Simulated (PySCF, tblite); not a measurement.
# C4H3N2O2−: dynamics, then NMR shifts on frames, part 2 of 2

tblite 0.8.0 and PySCF 2.14.0. Atoms count from 0.

## Step 5: Shielding tensors: 625 fs, PBE0/pcSseg-1

The job: settings as JSON, then the geometry in Å.

```
{"job": {"kind": "nmr", "xc": "PBE0", "basis": "pcSseg-1", "pop": false}, "charge": -1, "multiplicity": 1}
O      2.858600    -1.094400    -0.339800
C      1.679700    -1.541200    -0.422400
O      1.199400    -2.426800    -1.154900
C      0.565300    -1.003400     0.574000
C      0.473400    -0.146800     1.654400
N     -0.823800     0.227600     1.797500
C     -1.470000    -0.430500     0.865000
N     -0.692900    -1.220900     0.151700
H      1.163100     0.171000     2.371900
H     -2.472700    -0.144300     0.553600
H     -0.926900    -1.828600    -0.648100
```

With the program's defaults for keys left out, this is: GIAO PBE0/pcSseg-1 NMR shielding, non-relativistic, gas phase.

Output:

```text
coarse grid: 10504 points
cycle   1  E = -413.4334296442  dE =  1.744e+00  |g| = 1.112e+00  |ddm| = 3.297e+00
cycle   2  E = -412.8974229791  dE =  5.360e-01  |g| = 1.997e+00  |ddm| = 3.512e+00
cycle   3  E = -413.6619512783  dE = -7.645e-01  |g| = 2.513e-01  |ddm| = 2.659e+00
cycle   4  E = -413.6710010851  dE = -9.050e-03  |g| = 1.604e-01  |ddm| = 3.510e-01
cycle   5  E = -413.6754430377  dE = -4.442e-03  |g| = 4.864e-02  |ddm| = 1.546e-01
cycle   6  E = -413.6759195604  dE = -4.765e-04  |g| = 1.125e-02  |ddm| = 5.043e-02
cycle   7  E = -413.6759409967  dE = -2.144e-05  |g| = 4.898e-03  |ddm| = 1.174e-02
cycle   8  E = -413.6759463694  dE = -5.373e-06  |g| = 1.252e-03  |ddm| = 4.677e-03
final grid: 105352 points
cycle   9  E = -413.7402941299  dE = -1.545e-05  |g| = 1.248e-02  |ddm| = 2.905e-02
cycle  10  E = -413.7402505006  dE =  4.363e-05  |g| = 1.986e-02  |ddm| = 2.937e-02
cycle  11  E = -413.7403228687  dE = -7.237e-05  |g| = 1.756e-03  |ddm| = 1.842e-02
cycle  12  E = -413.7403234497  dE = -5.810e-07  |g| = 4.421e-04  |ddm| = 1.609e-03
cycle  13  E = -413.7403234784  dE = -2.867e-08  |g| = 2.138e-04  |ddm| = 4.776e-04
cycle  14  E = -413.7403234869  dE = -8.515e-09  |g| = 5.067e-05  |ddm| = 2.024e-04
cycle  15  E = -413.7403234874  dE = -5.377e-10  |g| = 1.634e-05  |ddm| = 6.096e-05
converged SCF energy = -413.7403234874

GIAO shielding tensors (ppm)
atom      isotropic    diamagn.    paramagn.     s11        s22        s33       span
  0 O       -9.838     405.345    -415.183   -203.473    -68.531    242.490    445.963
  1 C       19.230     239.971    -220.741    -80.871     56.338     82.222    163.093
  2 O       12.877     408.045    -395.169   -182.129    -21.083    241.843    423.971
  3 C       37.822     259.700    -221.879    -29.727     20.239    122.953    152.680
  4 C       61.377     253.168    -191.791    -12.507     54.071    142.566    155.073
  5 N      -35.951     333.548    -369.499   -222.196   -120.090    234.434    456.630
  6 C       60.744     254.850    -194.106    -13.422     73.926    121.726    135.148
  7 N       71.068     331.289    -260.221    -38.982     89.973    162.213    201.194
  8 H       25.255      33.845      -8.590     22.755     25.629     27.381      4.626
  9 H       24.973      31.240      -6.268     21.040     25.680     28.198      7.159
 10 H       21.587      33.533     -11.946     15.932     22.720     26.108     10.176
```

It took 13 s on 1 thread of Arm Neoverse V1, shared host; peak memory 0.72 GiB.

In short: δ C1 167.7, C3 149.1, C6 126.2, C4 125.5, H10 10.13, H9 6.74 ppm.

## Step 6: Nuclear shieldings: 800 fs, PBE0/pcSseg-1

The job: settings as JSON, then the geometry in Å.

```
{"job": {"kind": "nmr", "xc": "PBE0", "basis": "pcSseg-1", "pop": false}, "charge": -1, "multiplicity": 1}
O      2.535200    -1.359000    -0.407500
C      1.313100    -1.510500    -0.474500
O      0.700100    -2.441700    -0.956300
C      0.359500    -0.493900     0.226000
C      0.370600     0.703700     0.851200
N     -0.989500     1.027700     1.181600
C     -1.677600     0.044800     0.811100
N     -0.957600    -0.915100     0.130700
H      1.060700     1.478600     1.163000
H     -2.777100    -0.159100     0.918600
H     -1.037900    -1.854900    -0.285500
```

With the program's defaults for keys left out, this is: GIAO PBE0/pcSseg-1 NMR shielding, non-relativistic, gas phase.

Output:

```text
coarse grid: 10504 points
cycle   1  E = -413.4442653464  dE =  1.728e+00  |g| = 1.092e+00  |ddm| = 3.323e+00
cycle   2  E = -413.0573725210  dE =  3.869e-01  |g| = 1.811e+00  |ddm| = 3.418e+00
cycle   3  E = -413.6633853735  dE = -6.060e-01  |g| = 2.206e-01  |ddm| = 2.494e+00
cycle   4  E = -413.6709812112  dE = -7.596e-03  |g| = 1.266e-01  |ddm| = 2.970e-01
cycle   5  E = -413.6738916527  dE = -2.910e-03  |g| = 3.665e-02  |ddm| = 1.246e-01
cycle   6  E = -413.6741676595  dE = -2.760e-04  |g| = 9.010e-03  |ddm| = 4.008e-02
cycle   7  E = -413.6741814171  dE = -1.376e-05  |g| = 3.786e-03  |ddm| = 9.346e-03
cycle   8  E = -413.6741844826  dE = -3.065e-06  |g| = 1.031e-03  |ddm| = 3.625e-03
final grid: 105352 points
cycle   9  E = -413.7387102937  dE = -1.247e-05  |g| = 1.191e-02  |ddm| = 2.497e-02
cycle  10  E = -413.7386738553  dE =  3.644e-05  |g| = 1.851e-02  |ddm| = 2.846e-02
cycle  11  E = -413.7387365040  dE = -6.265e-05  |g| = 1.185e-03  |ddm| = 1.749e-02
cycle  12  E = -413.7387367775  dE = -2.734e-07  |g| = 3.259e-04  |ddm| = 1.082e-03
cycle  13  E = -413.7387367921  dE = -1.463e-08  |g| = 1.827e-04  |ddm| = 3.834e-04
cycle  14  E = -413.7387367981  dE = -6.002e-09  |g| = 4.267e-05  |ddm| = 1.853e-04
cycle  15  E = -413.7387367984  dE = -3.482e-10  |g| = 1.516e-05  |ddm| = 5.050e-05
converged SCF energy = -413.7387367984

GIAO shielding tensors (ppm)
atom      isotropic    diamagn.    paramagn.     s11        s22        s33       span
  0 O       14.873     405.578    -390.705   -172.746    -51.499    268.864    441.609
  1 C       28.312     237.319    -209.006    -67.358     66.087     86.207    153.565
  2 O       38.323     408.098    -369.775   -134.631     18.562    231.037    365.668
  3 C       38.624     260.143    -221.518    -24.770     17.466    123.177    147.947
  4 C       63.274     250.798    -187.524      0.074     57.799    131.948    131.874
  5 N      -30.928     333.557    -364.485   -203.742    -97.743    208.702    412.444
  6 C       61.153     251.366    -190.213    -11.145     75.506    119.097    130.242
  7 N       54.696     332.230    -277.534    -40.003     86.856    117.236    157.239
  8 H       24.656      32.679      -8.022     21.586     25.651     26.733      5.147
  9 H       24.488      28.489      -4.002     20.566     24.075     28.822      8.256
 10 H       19.928      33.928     -13.999     12.767     20.284     26.734     13.968
```

Wall time 13 s (1 thread of Arm Neoverse V1, shared host); peak memory 0.74 GiB.

In short: δ C1 158.6, C3 148.3, C6 125.8, C4 123.7, H10 11.79, H9 7.23 ppm.

## Step 7: Nuclear shieldings: 1000 fs, PBE0/pcSseg-1

The job: settings as JSON, then the geometry in Å.

```
{"job": {"kind": "nmr", "xc": "PBE0", "basis": "pcSseg-1", "pop": false}, "charge": -1, "multiplicity": 1}
O      1.910700    -1.767000    -0.828200
C      0.734700    -1.784100    -0.481600
O     -0.126200    -2.737500    -0.438800
C      0.074600    -0.452000    -0.090500
C      0.438500     0.917800    -0.167900
N     -0.417700     1.701300     0.516000
C     -1.329600     0.858200     0.965500
N     -1.004000    -0.426400     0.716500
H      1.299500     1.285300    -0.696000
H     -2.154000     1.076900     1.623000
H     -1.455400    -1.305200     1.089600
```

With the program's defaults for keys left out, this is: GIAO PBE0/pcSseg-1 NMR shielding, non-relativistic, gas phase.

Output:

```text
coarse grid: 10504 points
cycle   1  E = -413.4404031996  dE =  1.654e+00  |g| = 1.107e+00  |ddm| = 3.285e+00
cycle   2  E = -412.8562053349  dE =  5.842e-01  |g| = 2.023e+00  |ddm| = 3.748e+00
cycle   3  E = -413.6731260705  dE = -8.169e-01  |g| = 2.000e-01  |ddm| = 2.889e+00
cycle   4  E = -413.6785177828  dE = -5.392e-03  |g| = 1.396e-01  |ddm| = 2.857e-01
cycle   5  E = -413.6819797874  dE = -3.462e-03  |g| = 4.903e-02  |ddm| = 1.310e-01
cycle   6  E = -413.6824410747  dE = -4.613e-04  |g| = 1.330e-02  |ddm| = 5.019e-02
cycle   7  E = -413.6824672973  dE = -2.622e-05  |g| = 6.276e-03  |ddm| = 1.486e-02
cycle   8  E = -413.6824757626  dE = -8.465e-06  |g| = 1.465e-03  |ddm| = 6.145e-03
final grid: 105352 points
cycle   9  E = -413.7468402631  dE = -1.382e-05  |g| = 1.290e-02  |ddm| = 2.514e-02
cycle  10  E = -413.7467926550  dE =  4.761e-05  |g| = 2.056e-02  |ddm| = 2.952e-02
cycle  11  E = -413.7468712157  dE = -7.856e-05  |g| = 1.767e-03  |ddm| = 1.832e-02
cycle  12  E = -413.7468718031  dE = -5.874e-07  |g| = 4.466e-04  |ddm| = 1.637e-03
cycle  13  E = -413.7468718334  dE = -3.026e-08  |g| = 1.968e-04  |ddm| = 5.254e-04
cycle  14  E = -413.7468718407  dE = -7.319e-09  |g| = 5.095e-05  |ddm| = 1.782e-04
cycle  15  E = -413.7468718413  dE = -5.418e-10  |g| = 1.539e-05  |ddm| = 5.688e-05
converged SCF energy = -413.7468718413

GIAO shielding tensors (ppm)
atom      isotropic    diamagn.    paramagn.     s11        s22        s33       span
  0 O       -8.426     406.397    -414.823   -205.221    -80.394    260.337    465.558
  1 C       19.365     240.458    -221.093    -80.351     62.831     75.614    155.965
  2 O       -4.923     407.049    -411.973   -228.924    -17.715    231.870    460.794
  3 C       37.927     258.993    -221.066    -39.533     25.825    127.487    167.020
  4 C       55.575     254.021    -198.446    -17.210     51.399    132.537    149.747
  5 N      -27.926     332.492    -360.418   -227.789   -106.098    250.109    477.898
  6 C       61.042     252.286    -191.244     -5.389     74.073    114.442    119.831
  7 N       61.280     329.684    -268.404    -48.469     77.508    154.800    203.269
  8 H       24.678      33.109      -8.431     21.870     25.012     27.151      5.281
  9 H       25.251      30.623      -5.371     21.377     25.853     28.524      7.147
 10 H       21.653      31.818     -10.165     16.905     22.682     25.373      8.468
```

It took 13 s on 1 thread of Arm Neoverse V1, shared host; peak memory 0.73 GiB.

This run: δ C1 167.6, C3 149.0, C4 131.3, C6 125.9, H10 10.06, H8 7.04 ppm.

## Step 8: Run by run: NMR shifts

Shifts (ppm) of some atoms, chosen among heavy atoms and hydrogens apart, with basis size and wall time:

```tsv
frame	C6	H10	H8	O0	O2	N5	N7	functions	time
250 fs	135.9	9.86	7.62	317.2	310.7	330.6	209.6	151	13 s
425 fs	127.9	8.65	6.59	330.3	337.8	294.7	197.8	151	13 s
625 fs	126.2	10.13	6.46	345.9	323.2	303.7	196.7	151	13 s
800 fs	125.8	11.79	7.06	321.2	297.8	298.7	213.0	151	13 s
1000 fs	125.9	10.06	7.04	344.5	341.0	295.7	206.4	151	13 s
```

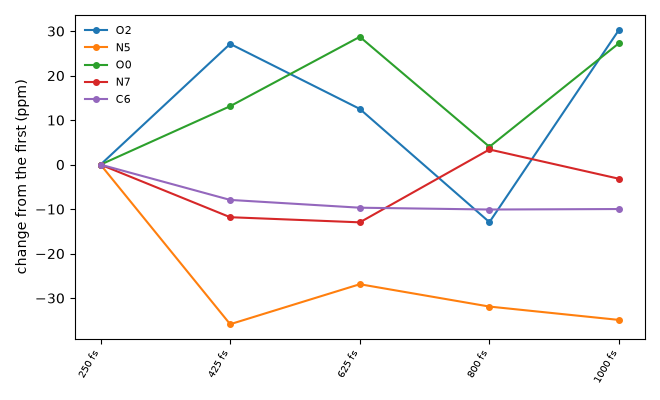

How five of the tabulated atoms move from run to run.

## Step 9: Summary of results

This closing draws on all 2 parts.

| quantity | value |
| --- | --- |
| thermostat | 300 K |
| mean temperature, second half | 307 K |
| mean potential energy above the minimum | 0.34 eV |
| 13C shifts against TMS (PBE0/pcSseg-1, 250 fs) | 159.6, 153.0, 135.9, 131.6 ppm |
| 1H shifts against TMS (PBE0/pcSseg-1, 250 fs) | 9.86, 7.62, 6.39 ppm |
| 17O shifts against H2O (PBE0/pcSseg-1, 250 fs) | 317.2, 310.7 ppm |
| 15N shifts against NH3 (PBE0/pcSseg-1, 250 fs) | 330.6, 209.6 ppm |
| range of the shift of O2 | 297.8 to 341.0 ppm |

In words: In the second half the potential energy averages 0.34 eV above the minimum; equipartition over 27 harmonic modes at 300 K would give 0.35 eV. With 11 atoms the temperature swings widely (134 to 439 K). Shifts at one fixed geometry are not the observed spectrum, which averages over the motion. In the first frame run (250 fs): Shielding is most anisotropic at N5 (span 506 ppm, paramagnetic term -394 ppm). NICS(1)zz of -29 ppm above the planar ring from C3 marks a diatropic (aromatic) ring current. In ppm, O2 moves most: its shift spreads over 43.2 ppm, from 297.8 (800 fs) to 341.0 (1000 fs).
